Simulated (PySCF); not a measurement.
# SVWN5/def2-SVP (preoptimised minimum) run of CH3BO (Borane carbonyl)

Aim: an optimisation with harmonic vibrations of CH3BO (Borane carbonyl). Input form: a Python script.

Program for the calculation: PySCF 2.14.0.

## Step 1: The structure to begin with

CH3BO: 6 atoms, total charge 0, spin state singlet. SMILES: `[BH3-]C#[O+]`. Geometry: relaxed at PBE0-D4/def2-TZVP symmetrised. The run starts from this shape.

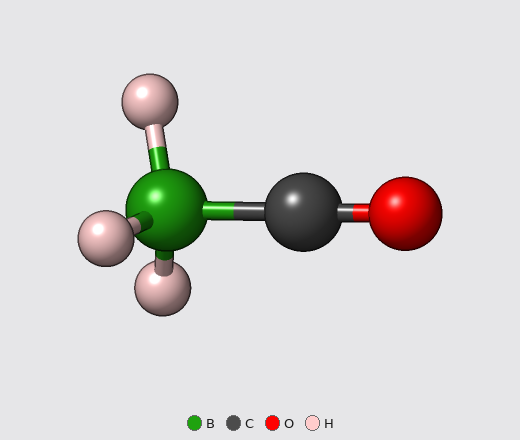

Viewed from a chosen angle; boron green, carbon dark grey, oxygen red, hydrogen pink.

## Step 2: An optimisation with harmonic vibrations at SVWN5/def2-SVP (preoptimised minimum)

input.py

```python
import numpy
from pyscf import gto, dft, symm
from pyscf.hessian import thermo
from pyscf.geomopt.geometric_solver import kernel as optimise

system = gto.M(
    atom='''
B     -0.723390     1.104492    -0.525612
C      0.045950    -0.070918     0.033548
O      0.620090    -0.946378     0.450618
H     -1.884723     0.805630    -0.376062
H     -0.377264     1.169227    -1.683217
H     -0.369524     2.045792     0.144318
''',
    max_memory=1860,
    verbose=3,
    charge=0,
    spin=0,
    basis='def2-svp',
)

ks = dft.RKS(system)
ks.xc = 'svwn'
ks.grids.level = 4
ks.conv_tol = 1e-10
converged, mol_eq = optimise(ks, maxsteps=80)
print('converged:', converged)
print(mol_eq.tostring())

ks.reset(mol_eq)
system = mol_eq
ks.kernel()
etot = ks.e_tot
print('E(%s) = %.9f' % ('SVWN5', etot))
hess = ks.Hessian().kernel()
modes = thermo.harmonic_analysis(system, hess)
print('frequencies (1/cm)', numpy.round(modes['freq_wavenumber'], 1))
symm.geom.TOLERANCE = 1e-3  # for the symmetry number
th = thermo.thermo(ks, modes['freq_au'], 298.15, 101325)
thermo.dump_thermo(system, th)
```

On the command line:

```
$ OMP_NUM_THREADS=1 python input.py
```

Output:

```text
maxiter                   80
----------------------------------------------------------
Custom engine selected.
Bonds will be generated from interatomic distances less than 1.20 times sum of covalent radii
18 internal coordinates being used (instead of 18 Cartesians)
Internal coordinate system (atoms numbered from 1):
Distance 1-2
Distance 1-4
Distance 1-5
Distance 1-6
Distance 2-3
Angle 2-1-4
Angle 2-1-5
Angle 2-1-6
Angle 4-1-5
Angle 4-1-6
Angle 5-1-6
LinearAngleX 1-2-3
LinearAngleY 1-2-3
Translation-X 1-6
Translation-Y 1-6
Translation-Z 1-6
Rotation-A 1-6
Rotation-B 1-6
Rotation-C 1-6
> ===== Optimization Info: ====
> Job type: Energy minimization
> Maximum number of optimization cycles: 80
> Initial / maximum trust radius (Angstrom): 0.100 / 0.300
> Convergence Criteria:
> Will converge when all 5 criteria are reached:
>  |Delta-E| < 1.00e-06
>  RMS-Grad  < 3.00e-04
>  Max-Grad  < 4.50e-04
>  RMS-Disp  < 1.20e-03
>  Max-Disp  < 1.80e-03
> === End Optimization Info ===

Geometry optimization cycle 1
Cartesian coordinates (Angstrom)
 Atom        New coordinates             dX        dY        dZ
   B  -0.723390   1.104492  -0.525612    0.000000  0.000000  0.000000
   C   0.045950  -0.070918   0.033548    0.000000  0.000000  0.000000
   O   0.620090  -0.946378   0.450618    0.000000  0.000000 -0.000000
   H  -1.884723   0.805630  -0.376062    0.000000  0.000000  0.000000
   H  -0.377264   1.169227  -1.683217    0.000000  0.000000  0.000000
   H  -0.369524   2.045792   0.144318    0.000000  0.000000  0.000000

WARN: Mole.unit (angstrom) is changed to Bohr

converged SCF energy = -138.664812748019
[... 10 lines left out ...]
Step    0 : Gradient = 2.656e-02/4.727e-02 (rms/max) Energy = -138.6648127480
[... 11 lines left out ...]
converged SCF energy = -138.666145578055
[... 22 lines left out ...]
converged SCF energy = -138.666208839947
[... 22 lines left out ...]
converged SCF energy = -138.666212535552
[... 22 lines left out ...]
converged SCF energy = -138.666213036519
--------------- RKS_Scanner gradients ---------------
         x                y                z
0 B    -0.0000090159    -0.0000020854     0.0000019483
1 C    -0.0000791315     0.0001172983    -0.0000506888
2 O     0.0000702981    -0.0001109090     0.0000511914
3 H    -0.0000016618    -0.0000012476     0.0000001084
4 H     0.0000071441    -0.0000043816    -0.0000015771
5 H     0.0000056144     0.0000008392     0.0000025150
----------------------------------------------
cycle 5: E = -138.666213037  dE = -5.00966e-07  norm(grad) = 0.000206539
Step    4 : Displace = 7.881e-04/9.498e-04 (rms/max) Trust = 2.828e-01 (+) Grad = 8.432e-05/1.503e-04 (rms/max) E (change) = -138.6662130365 (-5.010e-07) Quality = 1.070
Hessian Eigenvalues: 4.98553e-02 5.00000e-02 5.00000e-02 ... 2.50032e-01 2.99487e-01 1.50324e+00
Converged! =D

converged: True
B          -0.71306830        1.08927716       -0.51878979
C           0.04387856       -0.06593265        0.03117929
O           0.62613867       -0.95414868        0.45384405
H          -1.90123515        0.80458335       -0.37631909
H          -0.37592018        1.17335152       -1.69881419
H          -0.36660721        2.06082608        0.15144273
converged SCF energy = -138.666213036525
E(SVWN5) = -138.666213037
frequencies (1/cm) [ 277.8  278.2  739.1  739.2  813.4  994.4  994.4 1034.4 2211.6 2395.3
 2495.4 2495.6]
temperature 298.1500 [K]
pressure 101325.00 [Pa]
Rotational constants [GHz] 119.04759 8.92177 8.92171
Symmetry number 1
Zero-point energy (ZPE) 0.03524 [Eh]   92523.318 [J/mol]
                           tot       elec      trans        rot        vib
Entropy [J/mol/K]       260.517      0.000    155.314     88.096     17.106
Cv [J/mol/K]             52.929      0.000     12.472     12.472     27.986
Cp [J/mol/K]             61.244      0.000     20.786     12.472     27.986
Internal energy [J/mol]                      3718.434   3718.434  95871.397
Internal energy [Eh]   -138.62686  -138.66621
Enthalpy [J/mol]                             6197.391   3718.434  95871.397
Enthalpy [Eh]          -138.62592
Gibbs free energy [J/mol]                  -40109.618 -22547.531  90771.231
Gibbs free energy [Eh] -138.65550
```

Run time: 58 s. Hardware: 1 thread of Arm Neoverse V1, shared host; peak memory 0.5 GiB.

## Step 3: Outcome

At SVWN5/def2-SVP (preoptimised minimum):

| quantity | value |
| --- | --- |
| total energy | -138.66621 Eh |
| dipole moment | 1.08 D |
| HOMO energy | -8.23 eV |
| LUMO energy | -2.58 eV |
| HOMO–LUMO gap | 5.64 eV |
| lowest harmonic wavenumber | 278 cm⁻¹ |
| highest harmonic wavenumber | 2496 cm⁻¹ |
| zero-point energy | 92.5 kJ/mol |

What this shows: At the final geometry: Bond lengths: B1–C2 1.487 Å, C2–O3 1.143 Å, B1–H4 1.230 Å, B1–H5 1.230 Å, B1–H6 1.230 Å. Angles: B1–C2–O3 180.0°, C2–B1–H4 105.6°, C2–B1–H5 105.6°, C2–B1–H6 105.6°, H4–B1–H5 113.1°, H4–B1–H6 113.1°, H5–B1–H6 113.0°. The program took a symmetry number of 1 where this shape has 3, so the entropy in its output is too high by R ln(3/1) = 2.18 cal/(mol K). All 12 modes are real, so the shape is a minimum at this level.
